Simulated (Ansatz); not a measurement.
**SiH$_{4}$O$_{2}$: single-point calculation**

- system: SiH$_{4}$O$_{2}$
- method: RKS BLYP-D4/def2-TZVPP (Ansatz 0.2.0)

The geometry comes from this level: PBE0-D4/def2-TZVP.

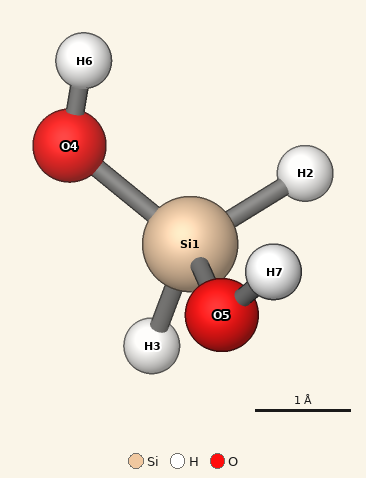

The structure as given in the input (ball-and-stick view, seen at a tilt; atoms are numbered from 1 in the order of the input).

**Input**
```yaml
crystal:
  periodic: [false, false, false]
  atoms:
    - {symbol: Si, position_ang: [-0.328652, 0.794810, -0.573143]}
    - {symbol: H, position_ang: [-0.432552, 2.052349, -1.365818]}
    - {symbol: H, position_ang: [-1.602233, 0.060083, -0.476009]}
    - {symbol: O, position_ang: [0.086601, 1.170861, 0.968981]}
    - {symbol: O, position_ang: [0.715808, -0.223035, -1.324870]}
    - {symbol: H, position_ang: [0.713136, 1.878951, 1.118205]}
    - {symbol: H, position_ang: [1.497116, 0.142103, -1.740147]}
basis:
  gaussian: {orbitals: def2-TZVPP}
hamiltonian: {xc: {name: BLYP}, dispersion: d4}
```

Hardware: 4 threads of Arm Neoverse N1, 23 GiB of memory available, shared host.

Launch command:
```bash
ansatz run in.yaml --threads 4 --pin off --events-out ev --progress --plain --max-ram 9574MiB
```

**Log**
```
Functional definition: BLYP
  name "BLYP"
  cite "Becke, Phys. Rev. A 38, 3098 (1988) doi:10.1103/PhysRevA.38.3098"
  cite "Lee, Yang & Parr, Phys. Rev. B 37, 785 (1988) doi:10.1103/PhysRevB.37.785"
  parameter beta = 0.0042
  parameter a = 0.04918
  parameter b = 0.132
  parameter c = 0.2533
  parameter d = 0.349
  exchange = b88_x(beta = beta)
  correlation = lyp_c(a = a, b = b, c = c, d = d)
826 factors; their error is unknown
mean field evaluation 1: about -12028.4407 eV, gradient 8.9e1 eV
mean field evaluation 2: about -11968.0864 eV, gradient 1.9e2 eV
mean field evaluation 4: about -12040.6931 eV, gradient 4.3e0 eV
mean field evaluation 8: about -12040.7456 eV, gradient 4.0e-2 eV
mean field evaluation 16: about -12040.7275 eV, gradient 2.2e-5 eV
mean field -12040.72754290 eV, -442.4885757034 hartree, gradient 2.2e-5 eV, S^2 0.000000; 0 other end points of the search recorded, 0 dependent functions left out
reference -12040.72783950 eV, -442.4885866030 hartree; 17, 17 occupied and 143, 143 virtual orbitals, 826 factors
Total energy: -12040.94052617 eV, -442.4964026940 hartree
```

**Key numbers**

```csv
quantity,value
outcome,converged
total energy,−12040.9405 eV
mean-field energy,−12040.7278 eV
dispersion energy,−0.2127 eV
SCF solution under orbital rotations,stable
wall time,1.3 s (CPU time 4.4 s)
peak memory,0.46 GiB
```
